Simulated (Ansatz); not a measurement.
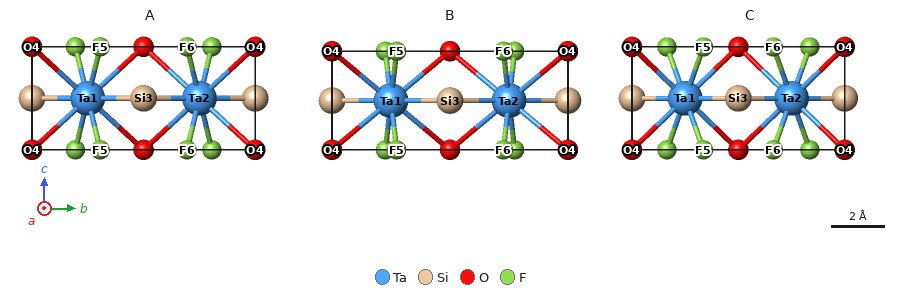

3 geometries from one relaxation of solid Ta2SiOF2 (a generated structure, set up in Cmmm) (coarse preliminary run), in shuffled order. Style: ball-and-stick. Shown: the conventional cell (2 times the calculation's cell), along the a axis. Lengths and directions refer to the drawn axes.

Computed with DFT PBE, scalar-relativistic, plane waves, PAW in Ansatz 0.2.0. (plane-wave cutoff 420 eV; k-point mesh 4 × 4 × 4; occupations gaussian; smearing width 0.1 eV; no spin polarisation; cell and atoms relaxed; force threshold 0.04 eV/Å; at most 70 steps)

**Order the frames from highest to lowest energy.**

C, A, B. They are steps 0, 2, 9, at +283 meV per atom, +55.8 meV per atom relative to the last. The largest moves relative to the cell, 0.56 Å, are those of F5 and F6. F5 goes along −b. Ta and Si and O stay in place. Cell: a 4.881 → 5.297 Å (+8.5 %), b 8.126 → 9.014 Å (+10.9 %), c 3.932 → 3.767 Å (−4.2 %). Volume +15.3 %. Among the contacts that change: Ta1–Si3 2.370 → 2.614 Å, Ta1–Ta2 2.441 → 2.649 Å, Ta1–O4 3.079 → 3.222 Å, Ta1–F5 2.417 → 2.312 Å. Among the angles between lasting bonds that change: Ta1–F6–Ta2 146.5° → 169.3°, Ta1–F6–Ta2 60.7° → 69.9°. The space group stays Cmmm (No. 65). After 7 accepted moves (9 points after the start) the energy has fallen by 283 meV per atom. The largest force component goes from 0.77 to 0.033 eV/Å. The pressure goes from 22.41 to 0.21 GPa. At 2 points the geometry stayed and the basis and grid were re-selected for the new cell (energy shift of 20.8 meV per atom at most each time).

Limits of the set-up: the k-point mesh is coarse for a cell with partly filled bands.
